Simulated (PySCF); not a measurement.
# Pb(NH2)2: a change of charge

How does Pb(NH2)2 respond at fixed geometry? The runs cover a change of charge. The structure is generated, not taken from experiment.

Method: PBE0, Pb def2-SVP with ECP60, N def2-SVP, H def2-SVP; scalar-relativistic core potentials, no spin–orbit coupling; program: PySCF 2.14.0.

1 further run of the same task is left out (for a known fault of the program).

### 1 The starting structure

7 atoms, charge 0, spin multiplicity 1.

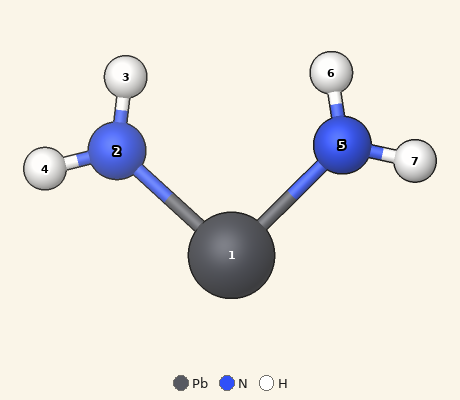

The geometry (lead dark grey, nitrogen blue, hydrogen white); atoms are numbered from 1 in the order of the file.

As a file:

```mol
H4N2Pb
  3D, bonds by distance, orders not assigned

  7  6  0  0  0  0  0  0  0  0999 V2000
    0.0000   -0.0000   -0.1240 Pb  0  0
    1.5347    0.2267    1.3481 N   0  0
    1.3764    0.2946    2.3490 H   0  0
    2.4815    0.5100    1.1170 H   0  0
   -1.5347   -0.2267    1.3481 N   0  0
   -1.3764   -0.2946    2.3490 H   0  0
   -2.4815   -0.5100    1.1170 H   0  0
  1  2  8  0
  1  5  8  0
  2  3  8  0
  2  4  8  0
  5  6  8  0
  5  7  8  0
M  END
```

Formal oxidation states: Pb +2. An earlier session relaxed this geometry at PBE0, Pb def2-SVP with ECP60, N def2-SVP, H def2-SVP (singlet, point group C2).

Its energy there is -304.566587 Eh.

### 2 One electron removed, multiplicity 2

run.py (the lines that set the calculation)

```python
mol = gto.M(atom='''
Pb     0.00000     0.00000    -0.12403
N      1.53474     0.22666     1.34811
H      1.37636     0.29458     2.34903
H      2.48153     0.51000     1.11697
N     -1.53474    -0.22666     1.34811
H     -1.37636    -0.29458     2.34903
H     -2.48153    -0.51000     1.11697''',
    basis={'Pb': 'def2-SVP', 'N': 'def2-SVP', 'H': 'def2-SVP'},
    ecp={'Pb': 'def2-SVP'},
    charge=1, spin=1)
mf = dft.UKS(mol, xc='PBE0')
mf.grids.atom_grid = (50, 194)
mf = mf.density_fit()  # fitting sets: Pb def2-universal-JKFIT, N def2-universal-JKFIT, H def2-universal-JKFIT
mf.conv_tol = 1e-08; mf.max_cycle = 55
mf.kernel(dm0)  # dm0: the density of the relaxed state
```

Command:

```
> OMP_NUM_THREADS=2 python run.py
```

The program printed:

```text
init E= -304.573950501118
  HOMO = -0.225906301038  LUMO = -0.21074787142  gap/eV = 0.41248
cycle= 1 E= -304.218139130563  delta_E= 0.356  |g|= 0.304  |ddm|= 0.644
  HOMO = -0.528061611182  LUMO = -0.478775451385  gap/eV = 1.34114
cycle= 2 E= -304.161695747792  delta_E= 0.0564  |g|= 0.482  |ddm|= 0.787
  HOMO = -0.456635071675  LUMO = -0.383330152399  gap/eV = 1.99473
cycle= 3 E= -304.275625959573  delta_E= -0.114  |g|= 0.027  |ddm|= 0.432
  HOMO = -0.443457966998  LUMO = -0.36745227144  gap/eV = 2.06822
cycle= 4 E= -304.276465494664  delta_E= -0.00084  |g|= 0.0123  |ddm|= 0.0691
  HOMO = -0.442225789905  LUMO = -0.364472745697  gap/eV = 2.11577
cycle= 5 E= -304.276669452515  delta_E= -0.000204  |g|= 0.00722  |ddm|= 0.0317
  HOMO = -0.441874309288  LUMO = -0.363603535623  gap/eV = 2.12986
cycle= 6 E= -304.276649906866  delta_E= 1.95e-05  |g|= 0.0128  |ddm|= 0.0214
  HOMO = -0.441745317284  LUMO = -0.363294312579  gap/eV = 2.13476
cycle= 7 E= -304.276748650664  delta_E= -9.87e-05  |g|= 0.0012  |ddm|= 0.0137
  HOMO = -0.441762922515  LUMO = -0.363219207769  gap/eV = 2.13728
cycle= 8 E= -304.276751793348  delta_E= -3.14e-06  |g|= 0.000463  |ddm|= 0.00426
  HOMO = -0.441752950179  LUMO = -0.363228228171  gap/eV = 2.13677
cycle= 9 E= -304.276752789144  delta_E= -9.96e-07  |g|= 0.000188  |ddm|= 0.00293
  HOMO = -0.441738561366  LUMO = -0.363224880798  gap/eV = 2.13647
cycle= 10 E= -304.276753040786  delta_E= -2.52e-07  |g|= 5.69e-05  |ddm|= 0.00194
  HOMO = -0.441737765019  LUMO = -0.363227083417  gap/eV = 2.13638
cycle= 11 E= -304.276753056239  delta_E= -1.55e-08  |g|= 2.22e-05  |ddm|= 0.00046
  HOMO = -0.441737517108  LUMO = -0.363227248958  gap/eV = 2.13637
cycle= 12 E= -304.276753057642  delta_E= -1.4e-09  |g|= 5.29e-06  |ddm|= 0.000152
  HOMO = -0.441739134197  LUMO = -0.363229099847  gap/eV = 2.13637
Extra cycle  E= -304.276753057647  delta_E= -4.72e-12  |g|= 6.64e-06  |ddm|= 1.55e-05
converged SCF energy = -304.276753057647  <S^2> = 0.81487846  2S+1 = 2.063859
```

Run time: 2.9 s. Hardware: 2 threads of Arm Neoverse V1, shared host.

It gives: E = -304.276753 Eh (+7.887 eV from the relaxed state), HOMO -12.02 eV, LUMO -9.88 eV (over both spins), ⟨S²⟩ = 0.815, Mulliken charge on Pb1 +0.89 e. 

### 3 One electron added, multiplicity 2

run.py (the lines that set the calculation): that of step 2 with these lines changed.

```diff
@@ -10,3 +10,3 @@
     ecp={'Pb': 'def2-SVP'},
-    charge=1, spin=1)
+    charge=-1, spin=1)
 mf = dft.UKS(mol, xc='PBE0')
```

Command:

```
> OMP_NUM_THREADS=2 python run.py
```

The program printed:

```text
init E= -304.573249631727
  HOMO = -0.0405691460118  LUMO = -0.0347622021631  gap/eV = 0.15801
cycle= 1 E= -304.518047407022  delta_E= 0.0552  |g|= 0.14  |ddm|= 0.911
  HOMO = 0.13303078359  LUMO = 0.217457155215  gap/eV = 2.29736
cycle= 2 E= -304.525676175445  delta_E= -0.00763  |g|= 0.147  |ddm|= 0.692
  HOMO = 0.105909599958  LUMO = 0.192381054271  gap/eV = 2.35301
cycle= 3 E= -304.536177150463  delta_E= -0.0105  |g|= 0.0278  |ddm|= 0.23
  HOMO = 0.100443001133  LUMO = 0.187848423079  gap/eV = 2.37842
cycle= 4 E= -304.536541130165  delta_E= -0.000364  |g|= 0.0146  |ddm|= 0.051
  HOMO = 0.0987774551392  LUMO = 0.18687394609  gap/eV = 2.39723
cycle= 5 E= -304.536644478  delta_E= -0.000103  |g|= 0.000866  |ddm|= 0.0142
  HOMO = 0.0986104193513  LUMO = 0.186949964796  gap/eV = 2.40384
cycle= 6 E= -304.536645758697  delta_E= -1.28e-06  |g|= 0.000456  |ddm|= 0.00344
  HOMO = 0.0986135287894  LUMO = 0.186987046385  gap/eV = 2.40477
cycle= 7 E= -304.53664598074  delta_E= -2.22e-07  |g|= 0.000143  |ddm|= 0.0011
  HOMO = 0.0986150074637  LUMO = 0.186997833443  gap/eV = 2.40502
cycle= 8 E= -304.536646015497  delta_E= -3.48e-08  |g|= 4.23e-05  |ddm|= 0.000475
  HOMO = 0.0986150243225  LUMO = 0.186996365115  gap/eV = 2.40498
cycle= 9 E= -304.536646018264  delta_E= -2.77e-09  |g|= 1.18e-05  |ddm|= 0.000135
  HOMO = 0.0986152838983  LUMO = 0.186995466951  gap/eV = 2.40495
Extra cycle  E= -304.536646018319  delta_E= -5.51e-11  |g|= 1.33e-05  |ddm|= 2.96e-05
converged SCF energy = -304.536646018319  <S^2> = 0.75231357  2S+1 = 2.0023122
```

Wall time 2.6 s (2 threads of Arm Neoverse V1, shared host).

Result: E = -304.536646 Eh (+0.815 eV from the relaxed state), HOMO 2.68 eV, LUMO 5.09 eV (over both spins), ⟨S²⟩ = 0.752, Mulliken charge on Pb1 -0.13 e. The highest filled level lies above zero; it isn't the detachment energy.

### 4 Results

| state | energy from the relaxed state (eV) | ⟨S²⟩ | time |
| --- | --- | --- | --- |
| charge 0, singlet, vacuum (relaxed) | 0 | 0.00 |  |
| charge -1, doublet, vacuum | 0.81 | 0.75 | 2.6 s |
| charge +1, doublet, vacuum | 7.89 | 0.81 | 2.9 s |

An electron taken off or put on is at rest in vacuum. 

Removing an electron vertically costs 7.89 eV (doublet), against −HOMO = 5.94 eV. Adding an electron vertically costs 0.81 eV (doublet). The bases are small and lack diffuse functions. Spin–orbit coupling is left out.
